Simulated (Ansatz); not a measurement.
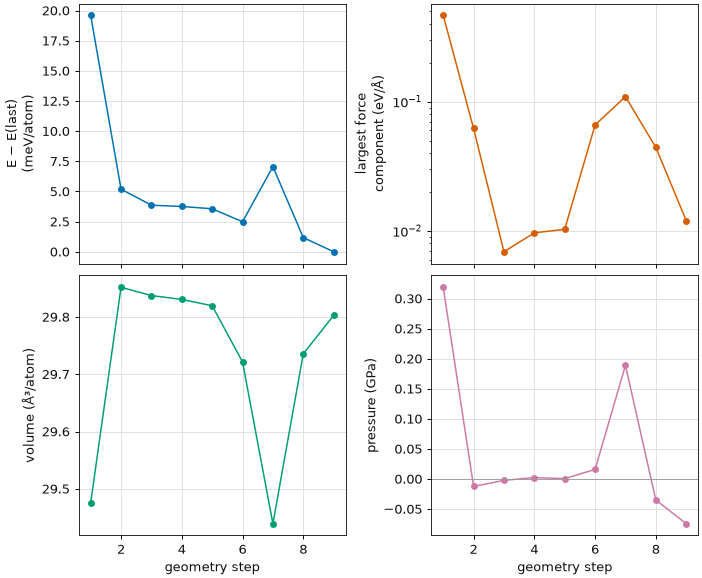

History of a geometry optimisation. Atoms and cell relax. A closing SCF on a freshly chosen basis isn't drawn.

System: Li₂Ca₂Pb (P1, 10 atoms in the cell).
Method: Ansatz 0.2.0, DFT PBE, scalar-relativistic, plane waves, PAW; cutoff 420 eV, 6×6×1 k-mesh, Gaussian smearing of 0.2 eV.

How did the optimisation end?

Answer. The optimisation met its thresholds at geometry 9, counting the start as the first. The energy fell by about 20 meV/atom from the first step to the last. Step 7 went uphill and was rejected by the line search. The largest force component goes from about 0.47 eV/Å at the start to 0.012 eV/Å at the end.

What happens to the cell?

Answer. The volume grows from 29.48 to 29.80 Å³ per atom (+1.1 %), overshooting to 29.85 at step 2, as the pressure goes from 0.32 GPa to about 0 GPa. The start was compressed.

By which step was nine tenths of the energy gained?

Answer. By step 8 of 9.
